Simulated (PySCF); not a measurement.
```json
{"atom": "Ge", "x (Å)": "0.0000", "y (Å)": "0.0000", "z (Å)": "-0.6821"}
{"atom": "P", "x (Å)": "0.0000", "y (Å)": "0.0000", "z (Å)": "1.6279"}
```

Method: PBE0/def2-TZVPPD, non-relativistic Hamiltonian with scalar-relativistic core potentials where named, at a bond length of 2.310 Å (PySCF).

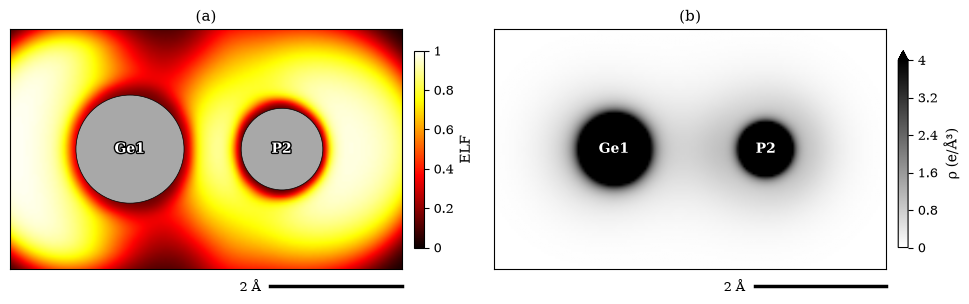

GeP (charge +1, triplet). (a) ELF; (b) total electron density on a plane that holds the molecular axis. Grey discs cover the atomic cores in the ELF map.

Q: What do the fields say about this system?

A: The section cuts through Ge and P sites. Ge–P (2.31 Å): ρ is about 0.7 e/Å³ halfway; the ELF peaks at about 0.90 in the valence shell of P, 1.0 Å from its nucleus, and is about 0.85 at the midpoint. The ELF also peaks beside P2, away from the bonds: non-bonding electrons, paired or unpaired.
